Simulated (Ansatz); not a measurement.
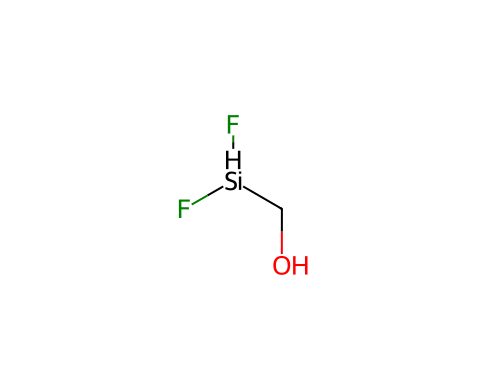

Structural formula above. The computed structure is the end point of a PBE-D4/def2-SVP optimisation. No frequency run is at hand to confirm it as a minimum.

What does the molecule look like in three dimensions?

It has 9 atoms: 1 carbon, 4 hydrogen, 2 fluorine, 1 oxygen and 1 silicon (CH₄F₂OSi). Its SMILES string is `OC[SiH](F)F`. It has no ring. Among its groups: alcohol, Si–H bond. The point group is C1. Coordination: 1 O bent; 1 C tetrahedral; 1 Si tetrahedral.

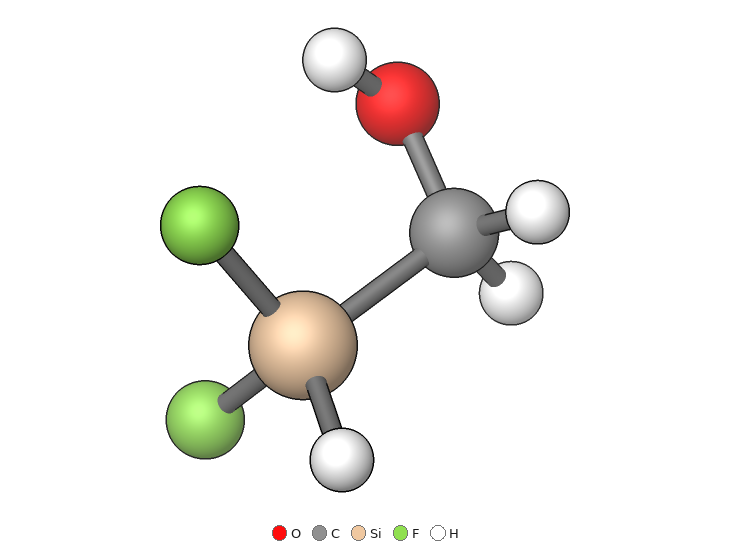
